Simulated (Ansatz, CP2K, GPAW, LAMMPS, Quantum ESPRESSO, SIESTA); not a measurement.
# Ionic liquid MMIM+ methanesulfonate with Li salt at 400 K (210 atoms) in CP2K

Aim: run ionic liquid MMIM+ methanesulfonate with Li salt at 400 K (210 atoms) in CP2K and see how near its forces come to a plane-wave reference, and at what cost.

Calculated with CP2K 2026.2; the method is named at each step.

## Step 1: Set-up

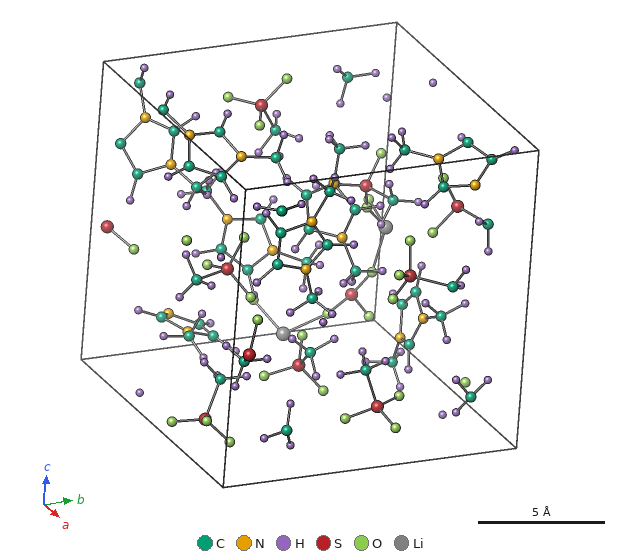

The cell as given, slightly off an axis (carbon teal, nitrogen orange, hydrogen purple, sulfur red, oxygen green, lithium grey). Bonds to atoms that aren't drawn are left out. Some periodic images of atoms are drawn too.

The cell holds 210 atoms: 50 C, 16 N, 102 H, 10 S, 30 O and 2 Li. Cell: a = 13.042 Å, b = 13.042 Å, c = 13.042 Å, α = 90.0°, β = 90.0°, γ = 90.0°. 8 MMIM+, 10 methanesulfonate, 2 Li+ placed at random, at 1.3 g/cm³; overlaps pushed apart, then 10 ps at 700 K with Joung-Cheatham ions (J. Phys. Chem. B 112, 9020 (2008)); MMFF94 bonds, angles, torsions, charges and radii (Halgren, J. Comput. Chem. 17, 490 (1996)) in harmonic and 12-6 forms; charges of ions scaled by 0.8. Snapshot after 30 ps at 400 K and fixed volume.

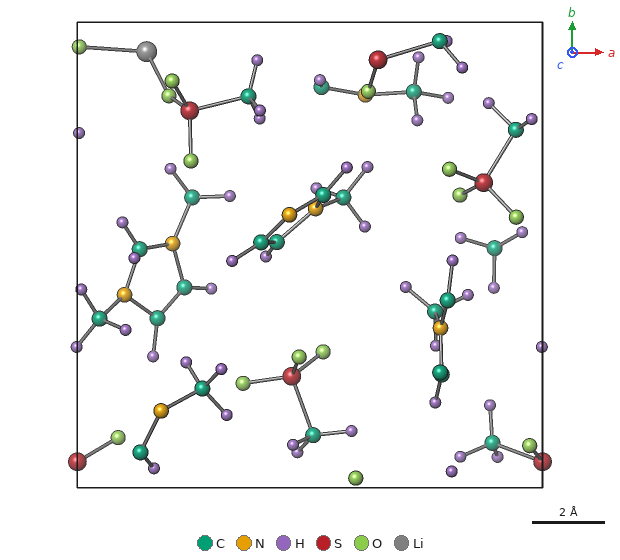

A slice 6 Å thick through the middle of the cell. Bonds to atoms that aren't drawn are left out.

The yardstick, on the same geometry:

- method: Kohn-Sham DFT, PBE, PAW, plane waves (Ansatz 0.2.0); cutoff 420 eV, Γ point, fermi-dirac smearing of 0.05 eV; PAW set soft_2
- r.m.s. force component: 1.144 eV/Å
- longest force: 5.162 eV/Å
- pressure: 3.983 GPa
- gap (highest filled to lowest empty level): 2.383 eV
- SCF cycles: 11
- time: 47 s on 4 threads of Arm Neoverse V2, shared host
- CPU time: 3 min

## Step 2: PBE, DZVP-MOLOPT-SR, 800/50 Ry, OT DIIS

Method: Kohn-Sham DFT, PBE, GTH-PBE pseudopotentials, Gaussian and plane waves, DZVP-MOLOPT-SR-GTH, orbital transformation.

Input file input.inp:

```
&GLOBAL
  PROJECT cell
  RUN_TYPE ENERGY_FORCE
  PRINT_LEVEL LOW
&END GLOBAL
&FORCE_EVAL
  METHOD QS
  STRESS_TENSOR ANALYTICAL
  &DFT
    BASIS_SET_FILE_NAME BASIS_MOLOPT
    POTENTIAL_FILE_NAME GTH_POTENTIALS
    &MGRID
      CUTOFF 800
      REL_CUTOFF 50
      NGRIDS 5
    &END MGRID
    &QS
      EPS_DEFAULT 1.0E-12
    &END QS
    &SCF
      SCF_GUESS ATOMIC
      EPS_SCF 1.0E-06
      MAX_SCF 30
      &OT
        MINIMIZER DIIS
        PRECONDITIONER FULL_ALL
        ENERGY_GAP 0.001
      &END OT
      &OUTER_SCF
        EPS_SCF 1.0E-06
        MAX_SCF 8
      &END OUTER_SCF
      &PRINT
        &RESTART OFF
        &END RESTART
      &END PRINT
    &END SCF
    &XC
      &XC_FUNCTIONAL PBE
      &END XC_FUNCTIONAL
    &END XC
    &PRINT
      &MULLIKEN ON
      &END MULLIKEN
      &HIRSHFELD ON
        SHAPE_FUNCTION DENSITY
      &END HIRSHFELD
      &MO_CUBES
        NHOMO 1
        NLUMO 4
        WRITE_CUBE F
      &END MO_CUBES
    &END PRINT
  &END DFT
  &SUBSYS
    &CELL
      A 13.04169 0.00000 0.00000
      B 0.00000 13.04169 0.00000
      C 0.00000 0.00000 13.04169
    &END CELL
    &COORD
      C 4.08674 2.63938 2.43658
      N 2.82848 3.22756 2.01025
      C 2.55774 4.51529 1.54101
      C 1.20518 4.56720 1.46106
      N 0.63370 3.43401 1.83340
      C 12.28749 3.05815 1.77432
      C 1.59995 2.63925 2.20183
      H 4.91463 2.92329 1.81201
      H 4.30206 3.02972 3.45357
      H 4.02049 1.52809 2.55448
      H 3.42592 5.12460 1.15967
      H 0.57736 5.38126 1.12758
      H 12.34500 2.03646 1.59213
      H 11.78917 3.39449 2.68815
      H 11.84838 3.50156 0.88005
      H 1.45311 1.64782 2.56700
      C 5.59671 7.97278 10.57968
      N 5.94818 7.64752 9.25204
      C 5.15434 6.87558 8.51675
      C 5.59267 6.88171 7.20619
      N 6.68074 7.82280 7.17789
      C 7.45880 8.13254 5.99970
      C 6.89475 8.20492 8.44189
      H 6.00883 7.26005 11.26893
      H 5.98574 8.91999 10.77178
      H 4.48295 8.06850 10.68297
      H 4.34132 6.35417 8.96355
      H 5.28762 6.47820 6.25284
      H 6.70434 8.39246 5.18851
      H 8.13475 8.98742 6.19154
      H 8.06316 7.31743 5.84033
      H 7.55570 8.97307 8.79871
      C 9.37241 8.93486 12.02652
      N 10.37466 9.96176 11.93249
      C 10.43127 11.18847 12.51520
      C 11.71535 11.65327 12.26258
      N 12.35987 10.65167 11.54503
      C 0.72512 10.64202 11.26724
      C 11.47656 9.70615 11.21377
      H 9.66780 8.15119 12.79716
      H 8.38215 9.26299 12.35909
      H 9.19478 8.42663 11.18807
      H 9.74032 11.33779 0.27596
      H 12.33287 12.32283 12.83550
      H 0.91566 10.30398 10.24373
      H 1.02951 11.72161 11.44252
      H 1.20297 9.89486 11.93236
      H 11.63567 8.83248 10.63628
      C 3.99493 0.75681 12.54376
      N 5.00579 1.49497 11.77899
      C 6.04430 1.04086 10.92424
      C 6.80346 2.12684 10.64841
      N 6.16755 3.28872 11.10656
      C 6.62805 4.61232 11.07787
      C 5.06031 2.81401 11.76895
      H 3.15818 1.44658 12.76377
[... 150 atom lines left out ...]
      H 7.53940 2.23782 2.25100
      H 8.34681 1.18066 3.31468
      Li 1.94504 12.22215 5.01427
      Li 1.61026 8.15301 0.74220
    &END COORD
    &KIND C
      BASIS_SET DZVP-MOLOPT-SR-GTH-q4
      POTENTIAL GTH-PBE-q4
    &END KIND
    &KIND N
      BASIS_SET DZVP-MOLOPT-SR-GTH-q5
      POTENTIAL GTH-PBE-q5
    &END KIND
    &KIND H
      BASIS_SET DZVP-MOLOPT-SR-GTH-q1
      POTENTIAL GTH-PBE-q1
    &END KIND
    &KIND S
      BASIS_SET DZVP-MOLOPT-SR-GTH-q6
      POTENTIAL GTH-PBE-q6
    &END KIND
    &KIND O
      BASIS_SET DZVP-MOLOPT-SR-GTH-q6
      POTENTIAL GTH-PBE-q6
    &END KIND
    &KIND Li
      BASIS_SET DZVP-MOLOPT-SR-GTH-q3
      POTENTIAL GTH-PBE-q3
    &END KIND
  &END SUBSYS
  &PRINT
    &FORCES ON
    &END FORCES
    &STRESS_TENSOR ON
    &END STRESS_TENSOR
  &END PRINT
&END FORCE_EVAL
```

Command:

```
OMP_NUM_THREADS=1 mpirun -np 4 cp2k.psmp -i input.inp > output.txt
```

Numbers of over 12 decimals in the logs are rounded to 6 here.

Log:

```text
CP2K| version string:                                       CP2K version 2026.2
 CP2K| Input file name                                                 input.inp
 GLOBAL| Basis set file name                                        BASIS_MOLOPT
 GLOBAL| Potential file name                                      GTH_POTENTIALS
 GLOBAL| Run type                                                   ENERGY_FORCE
 GLOBAL| Total number of message passing processes                             4
 GLOBAL| Number of threads for this process                                    1
 TOTAL NUMBERS AND MAXIMUM NUMBERS
  Total number of            - Atomic kinds:                                   6
                             - Atoms:                                        210
                             - Shell sets:                                   210
                             - Shells:                                       844
                             - Primitive Cartesian functions:               1040
                             - Cartesian basis functions:                   2006
                             - Spherical basis functions:                   1900
  Maximum angular momentum of- Orbital basis functions:                        2
                             - Local part of the GTH pseudopotential:          6
                             - Non-local part of the GTH pseudopotential:      2
 SCF PARAMETERS         Density guess:                                    ATOMIC
                        max_scf:                                              30
                        eps_scf:                                        1.00E-06
                        Outer loop SCF in use
                        eps_scf                                         1.00E-06
                        max_scf                                                8
 Extrapolation method: initial_guess
 Number of electrons:                                                        628
[... lines left out ...]
  Step     Update method      Time    Convergence         Total energy    Change
[... lines left out ...]
  Total energy:                                             -1101.729336
[... lines left out ...]
  Precond_solver : DEFAULT
  stepsize       :    0.15000000                  energy_gap     :    0.00100000
  eps_taylor     :   0.10000E-15                  max_taylor     :             4
  ----------------------------------- OT ---------------------------------------
  Step     Update method      Time    Convergence         Total energy    Change
[...]
5 OT DIIS     0.15E+00    7.9     0.00000156     -1101.7366333677 -1.95E-06
     6 OT DIIS     0.15E+00    7.9     0.00000078     -1101.7366334172 -4.95E-08
  *** SCF run converged in     6 steps ***
  Electronic density on regular grids:       -628.0000000006       -0.0000000006
  Core density on regular grids:              627.9999999996       -0.0000000004
  Total charge density on r-space grids:       -0.0000000010
  Total charge density g-space grids:          -0.0000000010
  Overlap energy of the core charge distribution:               6.17325e-05
  Self energy of the core charge distribution:              -2708.504655
  Core Hamiltonian energy:                                    797.836006
  Hartree energy:                                            1108.274476
  Exchange-correlation energy:                               -299.342521
  Total energy:                                             -1101.736633
  outer SCF iter =    2 RMS gradient =   0.78E-06 energy =      -1101.7366334172
  outer SCF loop converged in   2 iterations or   36 steps
 !-----------------------------------------------------------------------------!
                     Mulliken Population Analysis
 #  Atom  Element  Kind  Atomic population                           Net charge
       1     C        1          4.173759                             -0.173759
       2     N        2          4.873000                              0.127000
       3     C        1          4.025342                             -0.025342
[...]
209     Li       6          2.473640                              0.526360
     210     Li       6          2.420586                              0.579414
 # Total charge                            628.000000                 -0.000000
 !-----------------------------------------------------------------------------!
 !-----------------------------------------------------------------------------!
                           Hirshfeld Charges
  #Atom  Element  Kind  Ref Charge     Population                    Net charge
      1       C      1       4.000          4.054                        -0.054
      2       N      2       5.000          4.970                         0.030
      3       C      1       4.000          3.996                         0.004
[...]
209       Li     6       3.000          2.751                         0.249
    210       Li     6       3.000          2.721                         0.279
  Total Charge                                                           -0.000
 !-----------------------------------------------------------------------------!
  Eigenvalues of the occupied subspace spin            1
      -1.63707621     -1.62287160     -0.85813079     -0.85123854
      -0.84617587     -0.84095368     -0.83573247     -0.83474924
      -0.83351249     -0.81653153     -0.81616249     -0.81450157
[...]
0.00107037      0.00551820      0.01373016      0.01758620
       0.02037541      0.02719155
 Fermi Energy [eV] :    0.739920
  Using OT eigensolver for additional unoccupied orbitals spin            1
  Lowest Eigenvalues of the unoccupied subspace spin            1
 WARNING : did not converge in ot_eigensolver
 number of iterations          299  exceeded maximum
 current gradient / target gradient   4.2284620346316400E-005  /    1.0000000000000001E-005
       0.10691648      0.11161920      0.11468887      0.12244491
 HOMO - LUMO gap [eV] :    2.169426
 ENERGY| Total FORCE_EVAL ( QS ) energy [hartree]          -1101.736633
 FORCES| Atomic forces [hartree/bohr]
 FORCES|   Atom     x               y               z               |f|
 FORCES|      1  2.08622132E-03 -1.09402159E-02  3.12688658E-02   3.31931109E-02
 FORCES|      2 -3.89422318E-02 -1.07473957E-02  3.15180130E-04   4.03992979E-02
 FORCES|      3  3.86339104E-02 -8.23587342E-03 -1.02363756E-02   4.08067645E-02
[...]
FORCES|    209 -3.68280267E-04 -4.96248292E-03 -7.47319006E-04   5.03193330E-03
 FORCES|    210 -3.58976098E-03  2.15428328E-03  6.00144003E-03   7.31741777E-03
 FORCES| Sum    -8.85071427E-04 -6.57232105E-04  4.89696302E-04
 FORCES| Total atomic force                                       1.20627855E-03
 STRESS| Analytical stress tensor [bar]
 STRESS|                        x                   y                   z
 STRESS|      x        4.21563380055E+04  -2.41467389248E+03  -5.74449024297E+03
 STRESS|      y       -2.41467389248E+03   6.11657670630E+04  -8.03268087699E+01
 STRESS|      z       -5.74449024297E+03  -8.03268087699E+01   3.74533973692E+04
 STRESS| 1/3 Trace                                             4.69251674792E+04
```

The job ended after 5.3 min (4 MPI ranks of Arm Neoverse V2, shared host; peak memory 6.5 GiB; 21 min of CPU time).

Banners, paths, timers and routine set-up lines are dropped from the logs unmarked, and long logs keep their key lines alone; longer cuts are marked.

The solver for the empty levels stopped short of its threshold, so the gap is rough; its iterations count in the time.

Numbers from this run, and their distance from the reference:

```yaml
r_m_s_force_component: 1.22 eV/Å
r_m_s_difference_of_force_components: 133.1 meV/Å
longest_difference_of_force_vectors: 631.5 meV/Å
force_difference_over_r_m_s_force: 11.63 %
slope_of_forces_against_the_reference_s: 1.062
correlation_of_force_components: 0.9957
spacing_of_highest_filled_and_lowest_empty_level: 2.169 eV
gap_difference: -0.2133 eV
pressure: 4.692 GPa
pressure_difference: 0.7093 GPa
```

Length of the force difference by element (eV/Å):

```csv
element,atoms,mean,most
C,50,0.20,0.42
H,102,0.037,0.11
Li,2,0.028,0.039
N,16,0.12,0.21
O,30,0.49,0.63
S,10,0.31,0.41
```

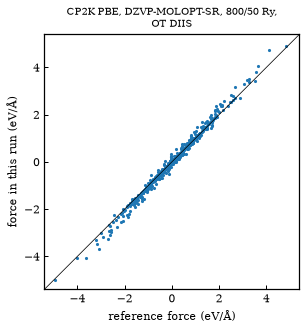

Force components against those of the reference; the line marks equality.

A closer look about Li209, one of the 2 Li atoms: 9 atoms, nearest first, numbered in the order of the input, with positions taken from that point.

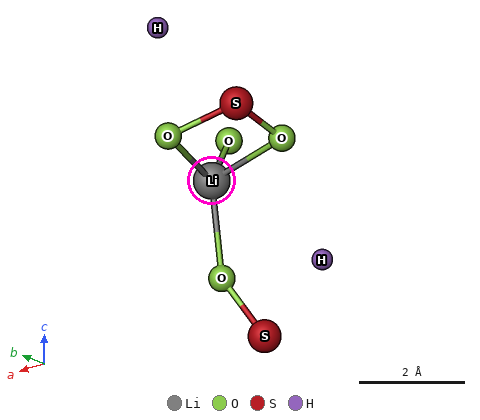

The atoms of the table, within 3.2 Å (arrows a, b, c point along x, y, z); some may hide others; the central atom is ringed.

| atom | x | y | z | distance (Å) | bonds | Hirshfeld charge (e) | Fx | Fy | Fz (eV/Å) |
| --- | --- | --- | --- | --- | --- | --- | --- | --- | --- |
| Li209 | 0.00 | 0.00 | 0.00 | 0.00 | 3 | 0.25 | -0.02 | -0.26 | -0.04 |
| O149 | 0.25 | -0.59 | -1.77 | 1.89 | 2 | -0.30 | 1.90 | 1.01 | 1.69 |
| O165 | 0.62 | -1.24 | 1.30 | 1.90 | 2 | -0.29 | -1.07 | 0.36 | -3.25 |
| O155 | -1.89 | 0.13 | 0.39 | 1.93 | 2 | -0.26 | 0.30 | -2.51 | 0.34 |
| O157 | -0.80 | 2.22 | 0.12 | 2.36 | 1 | -0.29 | 2.44 | 0.92 | -0.69 |
| S154 | -1.94 | 1.54 | 0.70 | 2.58 | 4 | 0.43 | -3.17 | 1.89 | -1.30 |
| H92 | 0.20 | 1.36 | 2.80 | 3.12 | 1 | 0.08 | -0.52 | 0.29 | 0.85 |
| S146 | -0.40 | -1.10 | -2.97 | 3.19 | 4 | 0.45 | -1.57 | -0.13 | 0.18 |
| H152 | -2.41 | -0.45 | -2.05 | 3.20 | 1 | 0.04 | -0.01 | 0.10 | -0.32 |

Forces lie 12 % from the reference's, at 7.0 times its CPU time.

## Step 3: GFN1-xTB, OT DIIS

Method: GFN1-xTB tight binding (the program's own implementation), orbital transformation.

Input file input.inp:

```
&GLOBAL
  PROJECT cell
  RUN_TYPE ENERGY_FORCE
  PRINT_LEVEL LOW
&END GLOBAL
&FORCE_EVAL
  METHOD QS
  STRESS_TENSOR ANALYTICAL
  &DFT
    &QS
      METHOD XTB
      &XTB
        GFN_TYPE 1
        DO_EWALD T
        CHECK_ATOMIC_CHARGES F
      &END XTB
    &END QS
    &SCF
      SCF_GUESS ATOMIC
      EPS_SCF 1.0E-06
      MAX_SCF 30
      &OT
        MINIMIZER DIIS
        PRECONDITIONER FULL_SINGLE_INVERSE
      &END OT
      &OUTER_SCF
        EPS_SCF 1.0E-06
        MAX_SCF 8
      &END OUTER_SCF
      &PRINT
        &RESTART OFF
        &END RESTART
      &END PRINT
    &END SCF
    &PRINT
      &MULLIKEN ON
      &END MULLIKEN
      &MO_CUBES
        NHOMO 1
        NLUMO 4
        WRITE_CUBE F
      &END MO_CUBES
    &END PRINT
  &END DFT
  &SUBSYS
    &CELL
      A 13.04169 0.00000 0.00000
      B 0.00000 13.04169 0.00000
      C 0.00000 0.00000 13.04169
    &END CELL
    &COORD
      SCALED
      C 0.31336 0.20238 0.18683
      N 0.21688 0.24748 0.15414
      C 0.19612 0.34622 0.11816
      C 0.09241 0.35020 0.11203
      N 0.04859 0.26331 0.14058
      C 0.94217 0.23449 0.13605
      C 0.12268 0.20237 0.16883
      H 0.37684 0.22415 0.13894
      H 0.32987 0.23231 0.26481
      H 0.30828 0.11717 0.19587
      H 0.26269 0.39294 0.08892
      H 0.04427 0.41262 0.08646
      H 0.94658 0.15615 0.12208
      H 0.90396 0.26028 0.20612
      H 0.90850 0.26849 0.06748
      H 0.11142 0.12635 0.19683
      C 0.42914 0.61133 0.81122
      N 0.45609 0.58639 0.70942
      C 0.39522 0.52720 0.65304
      C 0.42883 0.52767 0.55255
[... 186 atom lines left out ...]
      H 0.57810 0.17159 0.17260
      H 0.64001 0.09053 0.25416
      Li 0.14914 0.93716 0.38448
      Li 0.12347 0.62515 0.05691
    &END COORD
  &END SUBSYS
  &PRINT
    &FORCES ON
    &END FORCES
    &STRESS_TENSOR ON
    &END STRESS_TENSOR
  &END PRINT
&END FORCE_EVAL
```

Command:

```
OMP_NUM_THREADS=2 cp2k.psmp -i input.inp > output.txt
```

Log:

```text
CP2K| version string:                                       CP2K version 2026.2
 CP2K| Input file name                                                 input.inp
 GLOBAL| Basis set file name                                           BASIS_SET
 GLOBAL| Potential file name                                           POTENTIAL
[... lines left out ...]
  Step     Update method      Time    Convergence         Total energy    Change
[... lines left out ...]
  Total energy:                                              -389.867560
[... lines left out ...]
  Step     Update method      Time    Convergence         Total energy    Change
[... lines left out ...]
  *** SCF run converged in    11 steps ***
[... lines left out ...]
  Total energy:                                              -389.880232
[... lines left out ...]
  outer SCF loop converged in   2 iterations or   41 steps
[... lines left out ...]
 Fermi Energy [eV] :  -10.790250
 ENERGY| Total FORCE_EVAL ( QS ) energy [hartree]           -389.880232
[... lines left out ...]
 FORCES|      1 -8.07774467E-04 -7.79767408E-03  2.83982965E-02   2.94604730E-02
 FORCES|      2 -4.35039846E-02 -2.44659566E-03 -1.20318483E-03   4.35893354E-02
 FORCES|      3  3.29487385E-02 -1.67167808E-02 -5.44320370E-03   3.73456637E-02
[...]
FORCES|    209 -4.35471361E-03 -5.08488624E-03  2.68612860E-04   6.70013071E-03
 FORCES|    210 -1.39162383E-03  2.23104800E-03  3.56845703E-03   4.43261521E-03
 FORCES| Sum    -3.80901907E-15 -9.51148882E-15 -1.25789136E-14
 FORCES| Total atomic force                                       1.62236282E-14
 STRESS| Analytical stress tensor [bar]
 STRESS|                        x                   y                   z
 STRESS|      x       -1.97076619478E+02  -5.61593048797E+03  -1.35184427840E+03
 STRESS|      y       -5.61593048797E+03   1.48921464165E+04  -2.25685908292E+03
 STRESS|      z       -1.35184427840E+03  -2.25685908292E+03  -8.27292939929E+03
 STRESS| 1/3 Trace                                             2.14071346591E+03
```

The job ended after 16 s (2 threads; peak memory 0.52 GiB).

Against the reference:

```
r.m.s. force component                  : 1.061 eV/Å
r.m.s. difference of force components   : 215.9 meV/Å
longest difference of force vectors     : 1729 meV/Å
force difference over r.m.s. force      : 18.87 %
slope of forces against the reference's : 0.9125
correlation of force components         : 0.9836
pressure                                : 0.2141 GPa
pressure difference                     : -3.769 GPa
```

Against the first run (12 %), the force difference from the reference is 19 %, at 0.019 times the CPU time (on 2 against 4 cores); the model has changed, so this is no error of the program alone.

(Part 1 of 3 ends here.)

[Also dropped from logs without a mark: logging warnings of Python, and SIESTA's first energy breakdown and zero terms.]

[Logs are printed without paths, hosts, clocks, repeated set-up lines and the standing remarks that a program may print on its own settings, such as how far it seeks lower states.]

[Hosts, paths, dates, database ids (printed as entryN), source tags and the programs' standing remarks are cut or masked in the printed files.]

[The MMFF94 radii named for the starting cell were scaled by 0.96; in molecules described by MMFF94, hydrogen bound to N, O or S took a small fixed 12-6 site in their place.]
